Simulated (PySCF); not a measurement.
Excited-state calculation of C2H4

The run: excited-state calculation of C2H4 (ethene). Method and program: TDDFT OPBE/IGLO-II, vertical, gas phase, core orbitals frozen in the response (PySCF 2.14.0).

The geometry comes from this level: GFN2-xTB. It belongs to a series of runs on one base structure; here: OPBE/IGLO-II; 3 states.

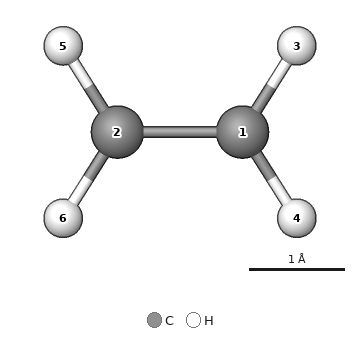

Fig. 1: The input geometry (ball-and-stick view, seen on its broad side; atoms are numbered from 1 in the order of the input). Bond lengths as drawn: C–C 1.32 Å and C–H 1.08 Å.

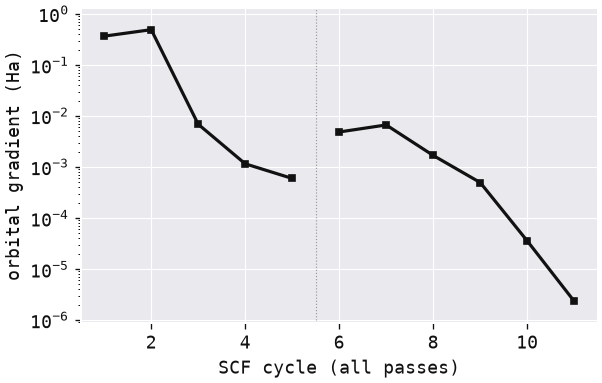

Fig. 2: Convergence of the self-consistent field: orbital gradient against the SCF cycle. The dotted line marks the change from a coarse to the final integration grid. The first 5 cycles use a coarse grid, the final grid takes over at cycle 6, and the field converges after 11 cycles in all.

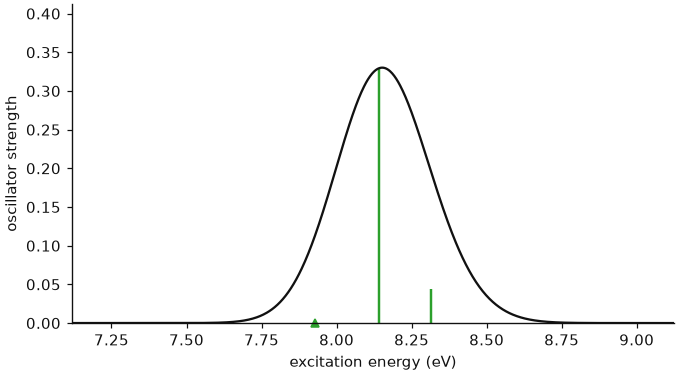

Fig. 3: Computed excitations as sticks (degenerate states added up, dark ones marked on the axis), with a Gaussian envelope of 0.35 eV full width at half maximum, scaled to the tallest. Of the 3 states the lowest lies at 7.93 eV (f = 0.000); the strongest line is at 8.14 eV, or 152 nm (f = 0.330).

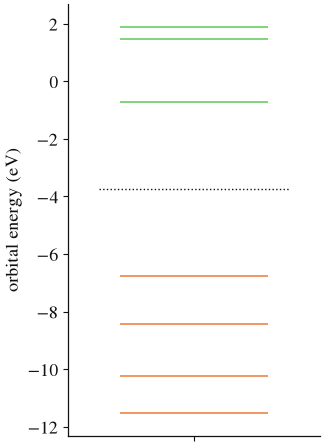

Fig. 4: Orbital energies near the frontier; the dotted line parts filled from empty levels, and levels within 0.02 eV of each other stand side by side. Highest filled −6.75 eV, lowest empty −0.73 eV, 6.02 eV apart.

The input and output of the run follow.

Input file
```
{"job": {"kind": "uv", "xc": "OPBE", "basis": "IGLO-II", "nstates": 3, "ntriplets": 0, "tda": false}, "charge": 0, "multiplicity": 1}
C      0.643762     0.132557    -0.048318
C     -0.642687    -0.132259     0.041249
H      1.017694     1.143123    -0.076982
H      1.385911    -0.647609    -0.097775
H     -1.384034     0.648524     0.090236
H     -1.017524    -1.142346     0.070015
```

The first line tells a small driver script what to run in PySCF; the rest is the geometry in Å.

Command:
```bash
OMP_NUM_THREADS=1 python <driver script> task.json out
```

Output
```
coarse grid: 4656 points
cycle   1  E = -78.5457225760  dE =  1.134e-02  |g| = 3.668e-01  |ddm| = 1.696e+00
cycle   2  E = -78.5177745563  dE =  2.795e-02  |g| = 4.913e-01  |ddm| = 6.553e-01
cycle   3  E = -78.5837913466  dE = -6.602e-02  |g| = 6.884e-03  |ddm| = 3.918e-01
cycle   4  E = -78.5838034740  dE = -1.213e-05  |g| = 1.155e-03  |ddm| = 1.016e-02
cycle   5  E = -78.5838038122  dE = -3.383e-07  |g| = 5.972e-04  |ddm| = 2.039e-03
final grid: 43904 points
cycle   6  E = -78.5727282488  dE = -1.293e-04  |g| = 4.859e-03  |ddm| = 1.981e-02
cycle   7  E = -78.5727223883  dE =  5.860e-06  |g| = 6.674e-03  |ddm| = 8.072e-03
cycle   8  E = -78.5727335839  dE = -1.120e-05  |g| = 1.686e-03  |ddm| = 5.004e-03
cycle   9  E = -78.5727343117  dE = -7.279e-07  |g| = 4.965e-04  |ddm| = 1.308e-03
cycle  10  E = -78.5727343790  dE = -6.726e-08  |g| = 3.574e-05  |ddm| = 3.283e-04
cycle  11  E = -78.5727343793  dE = -2.524e-10  |g| = 2.346e-06  |ddm| = 2.843e-05
converged SCF energy = -78.5727343793

Static polarisability (au): isotropic 22.399, principal 12.962 21.252 32.983

Singlet excitations
state   eV       nm        f      main configurations
  1   7.9293    156.4   0.00000   H-1->L 0.98
  2   8.1400    152.3   0.33013   H->L 0.95
  3   8.3136    149.1   0.04429   H->L+1 1.00
```

Key numbers

| quantity | value |
| --- | --- |
| outcome | converged |
| total energy | −78.572734 hartree |
| HOMO | −6.75 eV |
| LUMO | −0.73 eV |
| dipole moment | 0.00 D |
| mean polarisability | 22.40 a.u. |
| lowest excitation | 7.93 eV |
| hardware | 1 CPU thread, shared host |
| wall time | 1.1 s |
| peak memory | 0.3 GiB |

Remarks

Settings chosen away from the usual ones: OPBE/IGLO-II; 3 states.
